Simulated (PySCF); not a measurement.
# HfF4: other functionals and bases at one geometry

How far do other levels of theory move the description of HfF4, and what does each cost? The species was built from a template and needn't be a known compound.

Method: several levels, as the steps say, no spin–orbit coupling; program: PySCF 2.14.0.

1 further run of the same task is left out (for a known fault of the program).

### Step 1. Where the work starts

5 atoms, charge 0, spin multiplicity 1.

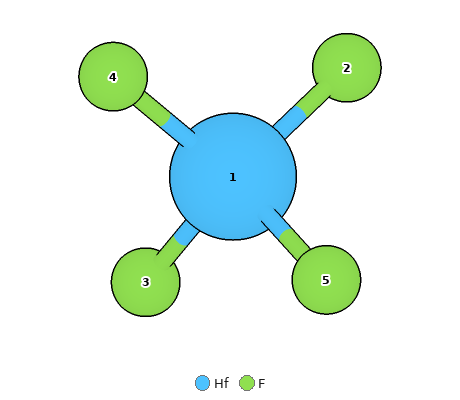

The geometry (hafnium blue, fluorine green); atoms are numbered from 1 in the order of the file.

Geometry (Å):

```
Hf    0.0000    0.0000    0.0000
F     1.0998    1.0998    1.0998
F    -1.0998   -1.0998    1.0998
F     1.0998   -1.0998   -1.0998
F    -1.0998    1.0998   -1.0998
```

Formal oxidation states: Hf +4. An earlier session relaxed this geometry at PBE0, Hf def2-SVP with ECP60, F def2-SVP (singlet, point group Td).

At PBE0 on the finer grid: E = -447.025629 Eh, HOMO -12.04 eV, LUMO -0.85 eV, Mulliken charge on Hf1 +1.44 e, largest force component 0.024 eV/Å. 

Levels to run: M06-L; TPSS; PBE0, TZVP. Hardware: 2 threads of Arm Neoverse V2, shared host.

### Step 2. M06-L

run.py (the lines that set the calculation)

```python
mol = gto.M(atom='''
Hf     0.00000     0.00000     0.00000
F      1.09985     1.09985     1.09985
F     -1.09985    -1.09985     1.09985
F      1.09985    -1.09985    -1.09985
F     -1.09985     1.09985    -1.09985''',
    basis={'Hf': 'def2-SVP', 'F': 'def2-SVP'},
    ecp={'Hf': 'def2-SVP'},
    charge=0, spin=0)
mf = dft.RKS(mol, xc='M06L')
mf.grids.atom_grid = (75, 302)
mf = mf.density_fit()  # fitting sets: Hf def2-universal-JKFIT, F def2-universal-JKFIT
mf.conv_tol = 1e-08; mf.max_cycle = 55
mf.kernel(dm0)  # dm0: the density of the relaxed state
```

On the command line:

```sh
> OMP_NUM_THREADS=2 python run.py
```

Standard output:

```text
init E= -447.399386047658
  HOMO = -0.386487101826279  LUMO = -0.0543511286195737  gap/eV = 9.03788
cycle= 1 E= -447.403909336085  delta_E= -0.00452  |g|= 0.0213  |ddm|= 0.204
  HOMO = -0.379907258508828  LUMO = -0.0458616018532773  gap/eV = 9.08985
cycle= 2 E= -447.403971733043  delta_E= -6.24e-05  |g|= 0.0172  |ddm|= 0.0434
  HOMO = -0.382539632588271  LUMO = -0.0488073300084158  gap/eV = 9.08132
cycle= 3 E= -447.404020576816  delta_E= -4.88e-05  |g|= 0.00497  |ddm|= 0.0145
  HOMO = -0.382371531277781  LUMO = -0.0492905012197521  gap/eV = 9.06360
cycle= 4 E= -447.404024909934  delta_E= -4.33e-06  |g|= 0.00158  |ddm|= 0.00503
  HOMO = -0.382445211474313  LUMO = -0.0492183566880004  gap/eV = 9.06756
cycle= 5 E= -447.404025425467  delta_E= -5.16e-07  |g|= 3.51e-05  |ddm|= 0.00119
  HOMO = -0.382440988234998  LUMO = -0.0492089460557032  gap/eV = 9.06771
cycle= 6 E= -447.404025425861  delta_E= -3.94e-10  |g|= 5.84e-06  |ddm|= 5.46e-05
  HOMO = -0.382440187030932  LUMO = -0.0492100373950832  gap/eV = 9.06765
Extra cycle  E= -447.404025425846  delta_E= 1.49e-11  |g|= 1.15e-05  |ddm|= 1.27e-05
converged SCF energy = -447.404025425846
```

Run time: 3.4 s. Hardware: 2 threads of Arm Neoverse V2, shared host.

Read off: E = -447.404025 Eh, HOMO -10.41 eV, LUMO -1.34 eV, Mulliken charge on Hf1 +1.58 e, largest force component 0.126 eV/Å. 

### Step 3. TPSS

Changes to run.py (the lines that set the calculation) since step 2:

```diff
@@ -9,3 +9,3 @@
     charge=0, spin=0)
-mf = dft.RKS(mol, xc='M06L')
+mf = dft.RKS(mol, xc='TPSS')
 mf.grids.atom_grid = (75, 302)
```

On the command line:

```sh
> OMP_NUM_THREADS=2 python run.py
```

Standard output:

```text
init E= -447.451417903541
  HOMO = -0.366262008066189  LUMO = -0.06113368579725  gap/eV = 8.30296
cycle= 1 E= -447.451381751728  delta_E= 3.62e-05  |g|= 0.113  |ddm|= 0.214
  HOMO = -0.378483673997643  LUMO = -0.0456530541680285  gap/eV = 9.05678
cycle= 2 E= -447.440660228536  delta_E= 0.0107  |g|= 0.265  |ddm|= 0.29
  HOMO = -0.366874743062948  LUMO = -0.0480348587059821  gap/eV = 8.67608
cycle= 3 E= -447.454130093867  delta_E= -0.0135  |g|= 0.0143  |ddm|= 0.18
  HOMO = -0.368641251398327  LUMO = -0.0516565700132578  gap/eV = 8.62559
cycle= 4 E= -447.454183978242  delta_E= -5.39e-05  |g|= 0.000592  |ddm|= 0.019
  HOMO = -0.368577072760677  LUMO = -0.0516236792540822  gap/eV = 8.62474
cycle= 5 E= -447.454184024386  delta_E= -4.61e-08  |g|= 0.000116  |ddm|= 0.000366
  HOMO = -0.368571717051179  LUMO = -0.0516054744942499  gap/eV = 8.62509
cycle= 6 E= -447.45418402745  delta_E= -3.06e-09  |g|= 1.4e-05  |ddm|= 0.000116
  HOMO = -0.368573752234475  LUMO = -0.0516037517136023  gap/eV = 8.62519
Extra cycle  E= -447.454184027276  delta_E= 1.74e-10  |g|= 3.41e-05  |ddm|= 3.25e-05
converged SCF energy = -447.454184027276
```

It took 3.4 s on 2 threads of Arm Neoverse V2, shared host.

Read off: E = -447.454184 Eh, HOMO -10.03 eV, LUMO -1.40 eV, Mulliken charge on Hf1 +1.30 e, largest force component 0.194 eV/Å. 

### Step 4. PBE0, TZVP

Basis: Hf def2-TZVP with ECP60, F def2-TZVP. 

run.py (the lines that set the calculation)

```python
mol = gto.M(atom='''
Hf     0.00000     0.00000     0.00000
F      1.09985     1.09985     1.09985
F     -1.09985    -1.09985     1.09985
F      1.09985    -1.09985    -1.09985
F     -1.09985     1.09985    -1.09985''',
    basis={'Hf': 'def2-TZVP', 'F': 'def2-TZVP'},
    ecp={'Hf': 'def2-TZVP'},
    charge=0, spin=0)
mf = dft.RKS(mol, xc='PBE0')
mf.grids.atom_grid = (75, 302)
mf = mf.density_fit()  # fitting sets: Hf def2-universal-JKFIT, F def2-universal-JKFIT
mf.conv_tol = 1e-08; mf.max_cycle = 55
mf.kernel(dm0)  # dm0: free metal ions and neutral atoms
```

On the command line:

```sh
> OMP_NUM_THREADS=2 python run.py
```

Standard output:

```text
init E= -458.19567635734
  HOMO = -0.330903482440444  LUMO = -0.0336525560832912  gap/eV = 8.08861
cycle= 1 E= -447.069242412538  delta_E= 11.1  |g|= 2.02  |ddm|=    2
  HOMO = -0.663723274930274  LUMO = -0.0438932083715393  gap/eV = 16.86644
cycle= 2 E= -446.518140001134  delta_E= 0.551  |g|= 2.72  |ddm|= 1.68
  HOMO = -0.442601993503219  LUMO = -0.0388908343967061  gap/eV = 10.98554
cycle= 3 E= -447.525960685568  delta_E= -1.01  |g|= 0.149  |ddm|= 1.11
  HOMO = -0.445904723646004  LUMO = -0.0326111815599741  gap/eV = 11.24629
cycle= 4 E= -447.529215924956  delta_E= -0.00326  |g|= 0.0375  |ddm|= 0.108
  HOMO = -0.447239281461601  LUMO = -0.0345296434525577  gap/eV = 11.23040
cycle= 5 E= -447.529524665424  delta_E= -0.000309  |g|= 0.00254  |ddm|= 0.0333
  HOMO = -0.44708603487138  LUMO = -0.0343033758171189  gap/eV = 11.23239
cycle= 6 E= -447.529526089781  delta_E= -1.42e-06  |g|= 0.0004  |ddm|= 0.00197
  HOMO = -0.447115235377075  LUMO = -0.0343076853905641  gap/eV = 11.23307
cycle= 7 E= -447.529526108323  delta_E= -1.85e-08  |g|= 9.93e-05  |ddm|= 0.0002
  HOMO = -0.447114015931235  LUMO = -0.0343100335715012  gap/eV = 11.23297
cycle= 8 E= -447.52952611012  delta_E= -1.8e-09  |g|= 2.22e-06  |ddm|= 6.91e-05
  HOMO = -0.447113950597457  LUMO = -0.0343097923399712  gap/eV = 11.23297
Extra cycle  E= -447.529526110122  delta_E= -1.82e-12  |g|= 3.06e-06  |ddm|= 3.32e-06
converged SCF energy = -447.529526110122
```

Wall time 6.7 s (2 threads of Arm Neoverse V2, shared host).

Read off: E = -447.529526 Eh, HOMO -12.17 eV, LUMO -0.93 eV, Mulliken charge on Hf1 +1.70 e, largest force component 0.138 eV/Å. 

### Step 5. Results

| level | state | HOMO (eV) | gap (eV) | charge on Hf1 (e) | dipole (D) | largest force (eV/Å) | basis functions | time |
| --- | --- | --- | --- | --- | --- | --- | --- | --- |
| PBE0 (relaxed here) | singlet | -12.04 | 11.19 | 1.44 | 0.00 | 0.02 | 88 | 5.9 s |
| M06-L | singlet | -10.41 | 9.07 | 1.58 | 0.00 | 0.13 | 88 | 3.4 s |
| TPSS | singlet | -10.03 | 8.63 | 1.30 | 0.00 | 0.19 | 88 | 3.4 s |
| PBE0, TZVP | singlet | -12.17 | 11.23 | 1.70 | 0.00 | 0.14 | 164 | 6.7 s |

Times are on 2 threads of Arm Neoverse V2, shared host; the first row also made further properties.

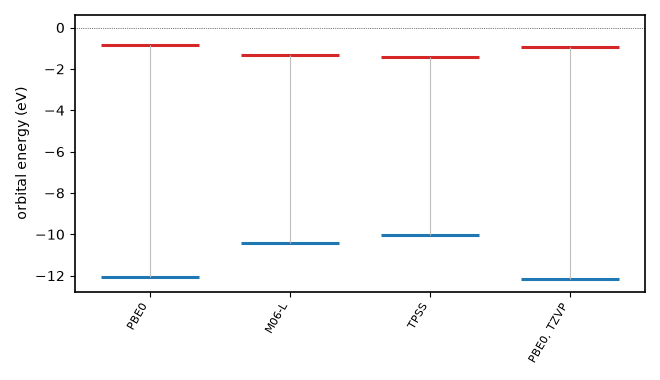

Highest filled and lowest empty level, method by method.

In one basis the HOMO–LUMO gap runs from 8.63 eV (TPSS) to 11.19 eV (PBE0). The largest leftover force, 0.19 eV/Å with TPSS, stands at a geometry relaxed at another level. The Mulliken charge on Hf spans +1.30 to +1.70 e over the levels. Total energies of different levels can't be compared. Spin–orbit coupling is left out throughout.
